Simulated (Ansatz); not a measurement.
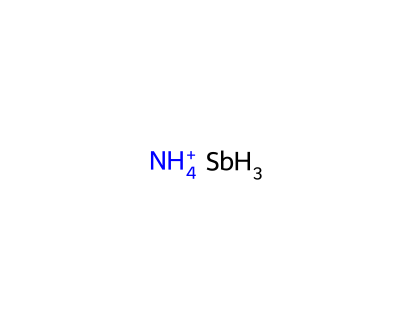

Source: calculation with Ansatz.

Skeletal drawing of a molecule. Charge +1, singlet.

Q: Write the SMILES.

A: [NH4+].[SbH3]

Q: What is the molecular formula?

A: H7NSb, charge +1.

Q: An optimisation with PBE-D4/def2-SVP gave a structure of which point group?

A: C1.
